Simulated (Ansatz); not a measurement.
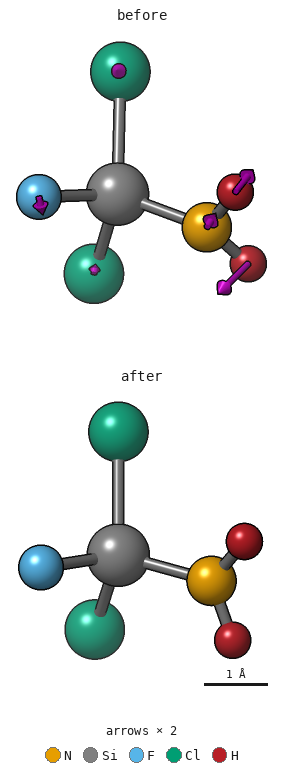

The structure of SiNH₂Cl₂F before (top) and after (bottom) a relaxation, at one scale. The purple arrows give the displacements, magnified 2 times.

A ball-and-stick model, seen at a tilt.

The start comes from PBE-D4/def2-SVP.

Theory: RKS PBE0-D4/def2-TZVP (Ansatz).

The input:
```yaml
crystal:
  periodic: [false, false, false]
  atoms:
    - {symbol: N, position_ang: [-1.045475, 0.065774, 0.383840]}
    - {symbol: Si, position_ang: [0.591019, -0.097717, -0.062562]}
    - {symbol: F, position_ang: [1.388737, -1.003907, 1.024574]}
    - {symbol: Cl, position_ang: [0.911314, -1.050422, -1.866536]}
    - {symbol: Cl, position_ang: [1.421193, 1.781355, -0.111280]}
    - {symbol: H, position_ang: [-1.690922, -0.725372, 0.339299]}
    - {symbol: H, position_ang: [-1.514668, 0.962290, 0.246866]}
basis:
  gaussian: {orbitals: def2-TZVP}
hamiltonian: {xc: pbe0, dispersion: d4}
relax: {f_tol: 0.005, max_steps: 150}
```

What changed between the two?

Answer. The largest move after the best rigid fit is that of H7, 0.53 Å. By element the largest moves are H 0.53 Å, N 0.20 Å, F 0.17 Å, Cl 0.17 Å, Si 0.03 Å. Near-neighbour distances that change, for instance: Si2–F3 1.625 → 1.585 Å, Si2–Cl4 2.065 → 2.027 Å, N1–Si2 1.704 → 1.676 Å, Si2–Cl5 2.055 → 2.027 Å. Bond angles that change, for instance: N1–Si2–Cl4 115.0° → 109.3°, N1–Si2–F3 110.5° → 114.8°, F3–Si2–Cl5 109.1° → 105.7°. The energy falls by 8.06 kJ/mol in 22 accepted moves (27 points after the start). Largest force component: 1 eV/Å at the start, 0.00072 eV/Å at the end. The line search rejected the trial steps at points 4, 10, 12, 13, 22 of the run. The forces were under the threshold at step 24, but the run went on from there.
